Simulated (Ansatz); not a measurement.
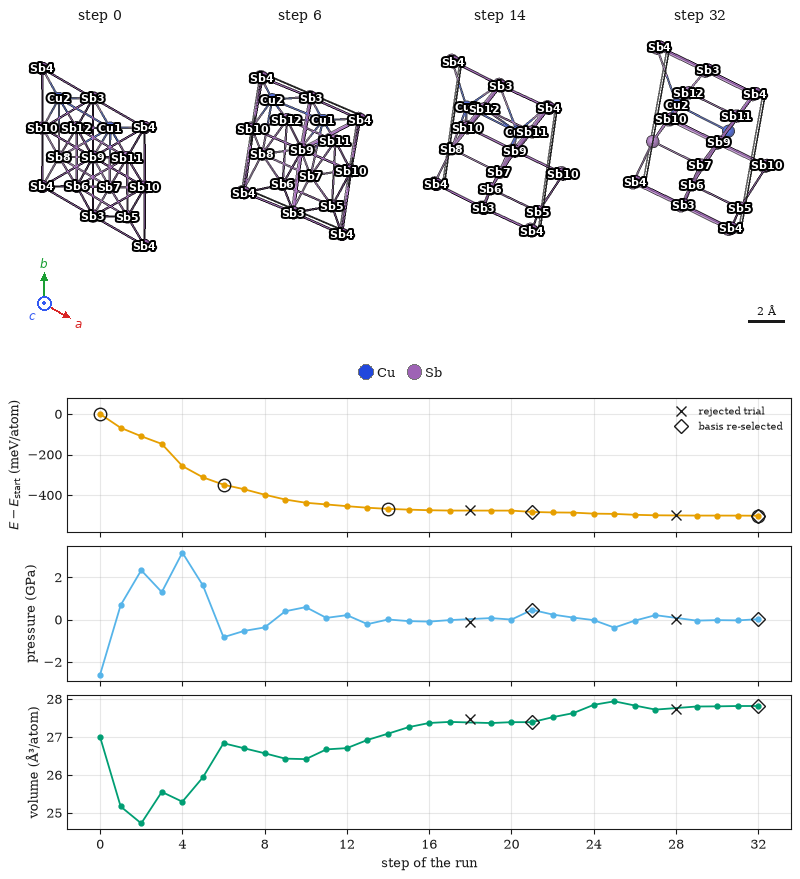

Frames of a relaxation of a crystal of CuSb5 (a generated structure, set up in P1) (coarse preliminary run), marked on the history of the run. A ball-and-stick model of the cell of the calculation, seen along the c axis.

Case: elements placed on the fcc lattice at random.

Method: DFT PBE, scalar-relativistic, plane waves, PAW in Ansatz 0.2.0. Set-up: plane-wave cutoff 420 eV; k-point mesh 2 × 2 × 2; occupations gaussian; smearing width 0.1 eV; mesh shifted by (0.5, 0.5, 0.5); no spin polarisation; cell and atoms relaxed; force threshold 0.04 eV/Å; at most 50 steps.

**What happens along the run?**

The largest move relative to the cell is that of Cu1, 1.60 Å along [1 −2 −1]. By element the largest moves are Cu 1.60 Å, Sb 1.28 Å. The volume changes by +3.0 %, with a 6.735 → 6.067 Å (−9.9 %), b 6.735 → 7.806 Å (+15.9 %), c 8.248 → 7.328 Å (−11.2 %), α 90.0° → 89.0°, β 90.0° → 88.4°, γ 120.0° → 105.7°. Near-neighbour distances that change, for instance: Cu1–Sb7 3.361 → 5.824 Å, Cu2–Sb8 3.387 → 5.654 Å, Sb4–Sb9 3.340 → 5.491 Å, Sb3–Sb10 3.387 → 5.482 Å. Bonds break, among them: Sb6–Sb12 (3.34 → 5.39 Å). Among the angles between lasting bonds that change: Cu1–Sb11–Sb5 59.4° → 135.5°, Cu2–Sb12–Sb6 60.8° → 134.6°, Sb10–Sb5–Sb11 119.2° → 179.9°. The space group stays P1 (No. 1). The energy falls by 502 meV per atom in 28 accepted moves (32 points after the start). Largest force component: 0.55 eV/Å at the start, 0.018 eV/Å at the end. Pressure: −2.60 GPa at the start and 0.02 GPa at the end. The line search rejected the trial steps at points 18, 28 of the run. At 2 points the geometry stayed and the basis and grid were re-selected for the new cell (energy shift of 6.5 meV per atom at most each time). The run took 6.3 min on 4 threads of Intel(R) Xeon(R) Processor @ 2.50GHz (Skylake/Cascade Lake) (shared host), peak memory 1 GiB. From step 0 to 6: Sb atoms move most (0.73 Å), volume −0.6 %, energy −349 meV per atom. From step 6 to 14: Cu1 moves most (1.00 Å), volume +0.9 %, energy −119 meV per atom. From step 14 to 32: Cu1 moves most (0.61 Å), volume +2.7 %, energy −33.9 meV per atom.

| step | E − E(0), meV/atom | largest force component, eV/Å | pressure, GPa | volume, Å³/atom | note |
| --- | --- | --- | --- | --- | --- |
| 0 | 0.00 | 0.5491 | -2.60 | 27.000 |  |
| 1 | -68.00 | 0.7330 | 0.68 | 25.169 |  |
| 2 | -109.63 | 0.3151 | 2.34 | 24.724 |  |
| 3 | -147.46 | 0.5717 | 1.30 | 25.553 |  |
| 4 | -256.76 | 0.6438 | 3.17 | 25.295 |  |
| 5 | -312.31 | 0.3706 | 1.62 | 25.938 |  |
| 6 | -348.63 | 0.4221 | -0.83 | 26.836 |  |
| 7 | -371.07 | 0.4567 | -0.53 | 26.703 |  |
| 8 | -398.04 | 0.2812 | -0.37 | 26.571 |  |
| 9 | -421.78 | 0.2625 | 0.40 | 26.430 |  |
| 10 | -437.79 | 0.1657 | 0.59 | 26.417 |  |
| 11 | -446.09 | 0.2567 | 0.09 | 26.673 |  |
| 12 | -454.69 | 0.2629 | 0.21 | 26.707 |  |
| 13 | -462.37 | 0.1298 | -0.21 | 26.923 |  |
| 15 | -471.65 | 0.0924 | -0.07 | 27.260 |  |
| 16 | -474.70 | 0.0625 | -0.09 | 27.370 |  |
| 17 | -476.30 | 0.0239 | -0.02 | 27.398 |  |
| 18 | -475.87 | 0.1261 | -0.12 | 27.466 | rejected |
| 19 | -476.47 | 0.0448 | 0.08 | 27.368 |  |
| 20 | -476.56 | 0.0144 | 0.01 | 27.391 |  |
| 22 | -485.53 | 0.0133 | 0.24 | 27.522 |  |
| 23 | -486.39 | 0.0331 | 0.10 | 27.629 |  |
| 24 | -491.48 | 0.1541 | -0.02 | 27.848 |  |
| 25 | -492.76 | 0.3977 | -0.37 | 27.941 |  |
| 26 | -497.25 | 0.2301 | -0.04 | 27.829 |  |
| 27 | -499.62 | 0.1475 | 0.21 | 27.722 |  |
| 29 | -501.03 | 0.0447 | -0.04 | 27.804 |  |
| 30 | -501.05 | 0.0221 | -0.02 | 27.808 |  |
| 31 | -501.19 | 0.0178 | -0.03 | 27.817 |  |
| 32 | -501.83 | 0.0178 | 0.02 | 27.817 | same geometry, new basis |

Limits of the set-up: the k-point mesh is coarse for a cell with partly filled bands.
